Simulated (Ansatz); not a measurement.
# BF2H2Si (SMILES FB(F)[SiH2]) (doublet): what the fields show

```xyz
6

B     0.5003   -0.4495    0.8981
F     1.5017   -1.3137    1.0136
F     0.2097    0.2858    1.9649
Si   -0.5933   -0.3462   -0.7607
H    -1.4180    0.8647   -0.9714
H    -0.0076   -0.8815   -2.0101
```

Geometry: B3LYP-D3(BJ)/6-311G**.

The calculation used isolated molecule in a Gaussian basis; Kohn-Sham density functional theory, functional PBE0 (Ansatz 0.2.0).

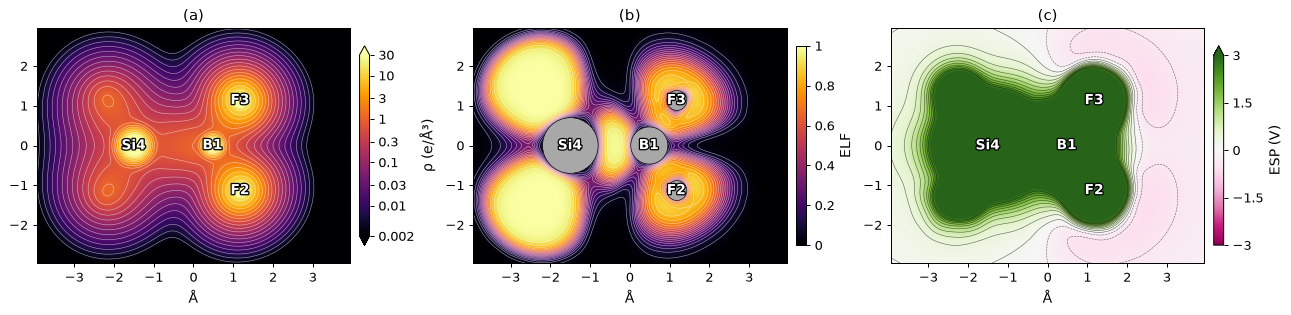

Figure 1. (a) total electron density; (b) ELF; (c) molecular electrostatic potential on the plane of atoms F2, B1 and F3. Grey discs cover the atomic cores in the ELF map.

Question: Interpret the plot.

Answer: The plane passes through B, F and Si nuclei. B–F (1.33 Å): ρ is about 2.2 e/Å³ halfway; the ELF peaks at about 0.85 between the atoms, as expected for a shared but strongly polarised pair. Si–B (1.99 Å): ρ at the midpoint is about 0.82 e/Å³; the ELF peaks at about 1 between the atoms; a covalent bond. The ELF also peaks beside F2 and F3, away from the bonds: non-bonding electrons, paired or unpaired. Outside the dense part of the molecule the potential is most negative (−0.6 V) near F2 and F3.

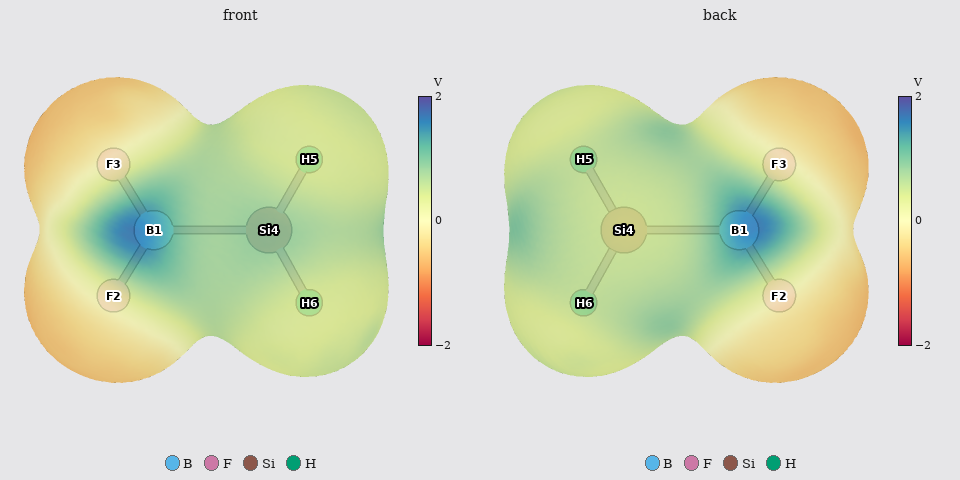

Figure 2. The molecular electrostatic potential painted on the density surface at 0.002 e/bohr³, seen from the front and from behind; the colour scale runs from red (negative) to blue (positive).

Question: Which sites attract a positive test charge, and which a negative one?

Answer: A positive charge is drawn to the negative regions and a negative charge to the positive ones. The most negative region (about −0.6 V) lies over F2 and F3, the most positive (about +1.6 V) over B1.

Question: How polar is the molecule by this calculation?

Answer: Its dipole moment is 1.43 D.

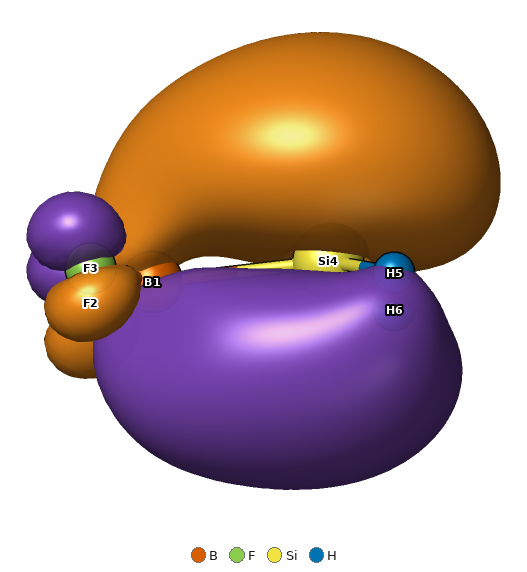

Figure 3. One frontier orbital at ±0.06 Å⁻³ᐟ² (orange and purple are the two phases), seen from one side.

Question: Which orbital is it: HOMO (β) or LUMO (β)?

Answer: The LUMO (β), at −3.14 eV. It lies mainly on Si4 (about 70 %) and B1 (about 20 %).
